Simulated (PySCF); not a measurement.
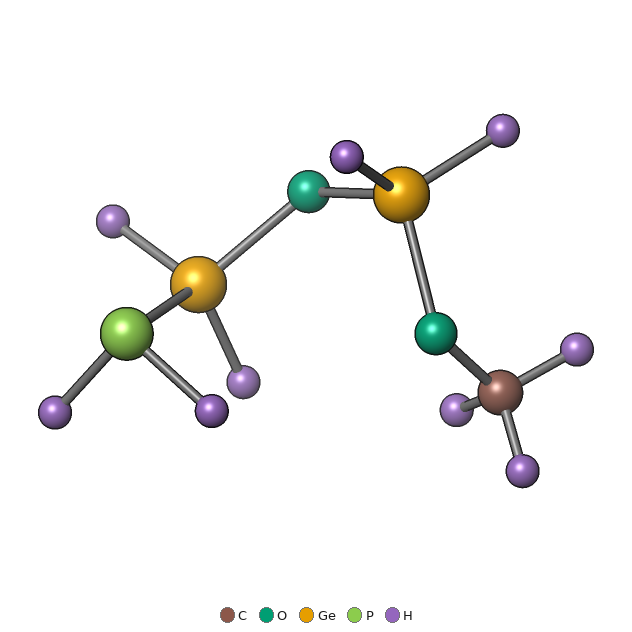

Computed geometry: PBE0-D3(BJ)/def2-SVP optimisation. No frequency run is at hand to confirm it as a minimum.

Draw it as a skeletal formula.

SMILES: C[O][GeH2][O][GeH2][PH2]

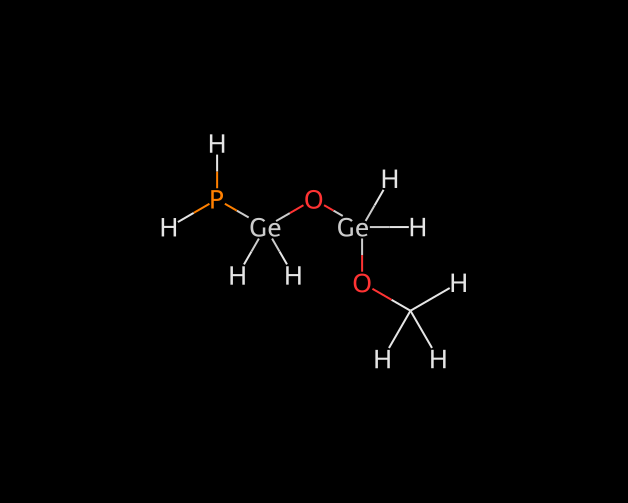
